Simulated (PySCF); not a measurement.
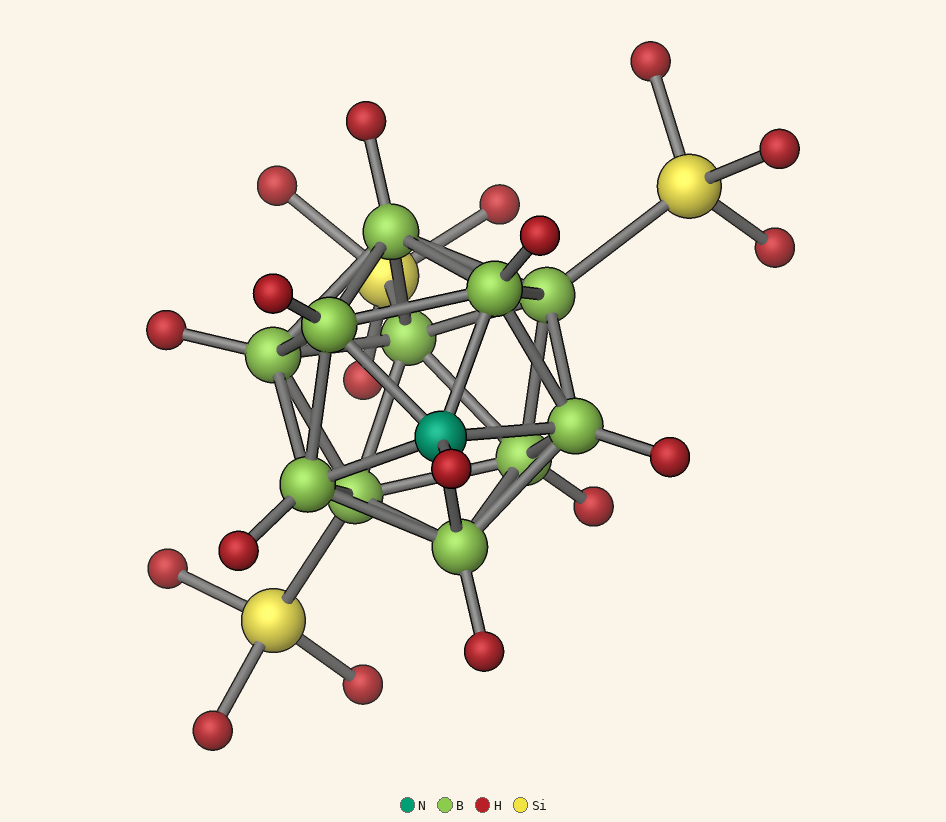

The computed structure is the end point of a GFN2-xTB optimisation. No frequency run is at hand to confirm it as a minimum. Level of theory: PBE/def2-SVP, gas phase (PySCF 2.14.0). Excitations: vertical, linear response.

What does the calculation give?

The species is B11H18NSi3.
- dipole moment: 6.17 D
- HOMO energy (Kohn–Sham orbital): −7.04 eV
- LUMO energy (Kohn–Sham orbital): −2.07 eV
- HOMO–LUMO gap: 4.96 eV
- mean static polarisability: 204.1 bohr³
- lowest vertical singlet excitation: 5.04 eV
- its oscillator strength: 0.002

The geometry is semi-empirical. Around B, Si such bond lengths and angles can be off by a tenth of an ångström or more and by several degrees, and values that hang on the shape move with them.
